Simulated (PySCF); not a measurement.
C2H4F2, SMILES FC(F)C at its PBE0/def2-SVP optimised geometry (Å):

```
8

C      0.2473     0.4769     0.0000
C     -0.2441    -0.2418     1.2217
F      0.2167    -1.5151     1.2323
F      0.2179     0.3691     2.3384
H      1.3465     0.4769     0.0000
H     -0.1114    -0.0254    -0.9084
H     -0.1109     1.5151     0.0000
H     -1.3465    -0.2827     1.2915
```

Level of theory: PBE0/def2-TZVP in PySCF 2.14.0. Cells within 0.4 Å of a nucleus heavier than hydrogen are left out (blank, or x).

Map of the Laplacian of the electron density (e/bohr⁵) on the plane z = 1.5 Å:

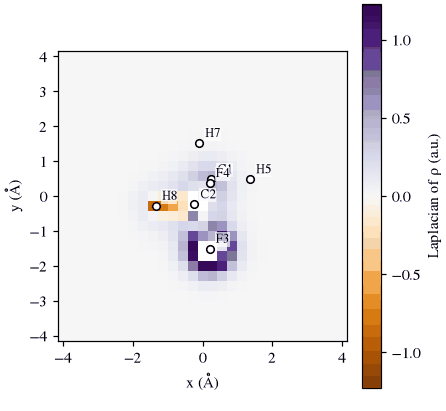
Figure: Laplacian of the electron density (e/bohr⁵) on the plane z = 1.5 Å.
